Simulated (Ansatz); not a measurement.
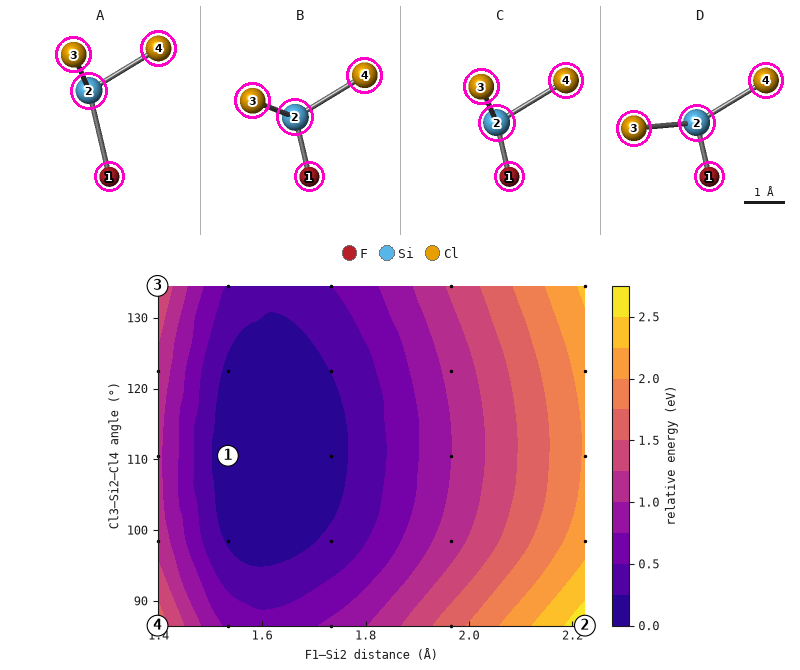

SiCl2F (multiplicity 2): the F1–Si2 distance and the Cl3–Si2–Cl4 angle are varied on a grid, with the rest of the molecule carried along rigidly. The map is interpolated between the computed points (dots). The frames are shuffled; each belongs to one numbered point. Style: ball-and-stick. Shown at a tilt. The ringed atoms are those of the scanned coordinates.

Computed with Ansatz: PBE-D4, basis def2-TZVPP, on geometries moved rigidly from the minimum at PBE0-D4/def2-TZVP. Energies are counted from the PBE0-D4/def2-TZVP minimum geometry at the same level.

Question: Which frame belongs to which numbered point?

Answer: Point 1 is frame B, at (1.534, 110.5) and 0.097 eV; 2 is frame A, at (2.224, 86.5) and 2.654 eV; 3 is frame D, at (1.398, 134.5) and 1.477 eV; 4 is frame C, at (1.398, 86.5) and 1.647 eV. In pairs of (F1–Si2 distance (Å); Cl3–Si2–Cl4 angle (°)): the lowest computed point lies at (1.534, 110.5) (0.097 eV), the highest at (2.224, 86.5) (2.654 eV).
